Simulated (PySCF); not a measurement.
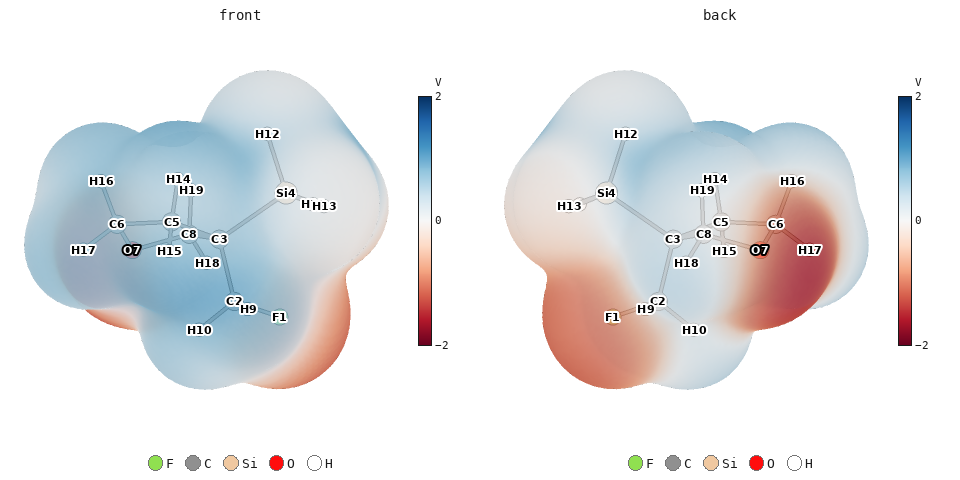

*C5H11FOSi (SMILES FC[C@]1([SiH3])CCOC1). The electrostatic potential painted on the density surface at 0.001 e/bohr³, seen from the front and from behind; red is negative and blue positive.*

Geometry: GFN2-xTB.

Theory: PBE0/pcSseg-1, SCF density, in a acetone solvent model, non-relativistic (PySCF).

```xyz
19

F     2.5645    0.5241    0.3673
C     1.3430    0.3639    0.9830
C     0.2415    0.2181   -0.0602
Si    0.3787    1.6053   -1.3688
C    -1.1215    0.1469    0.6540
C    -1.4585   -1.3593    0.6735
O    -0.3006   -2.0414    0.2463
C     0.3368   -1.1870   -0.6742
H     1.1943    1.2535    1.6041
H     1.4220   -0.5271    1.6160
H     0.3691    2.8851   -0.6590
H    -0.8076    1.5017   -2.2226
H     1.5972    1.4289   -2.1486
H    -1.8894    0.7011    0.1151
H    -1.0576    0.5527    1.6632
H    -2.2909   -1.5734   -0.0125
H    -1.7152   -1.7332    1.6658
H     1.3632   -1.5290   -0.8037
H    -0.1789   -1.2215   -1.6463
```

Q: Where is the surface potential most negative and most positive?

A: The most negative region (about −1.5 V) lies over O7, the most positive (about +1.0 V) over C2, H9 and H15. O7 is the likeliest acceptor of a hydrogen bond.

Q: How polar is the molecule by this calculation?

A: Its dipole moment is 2.90 D.
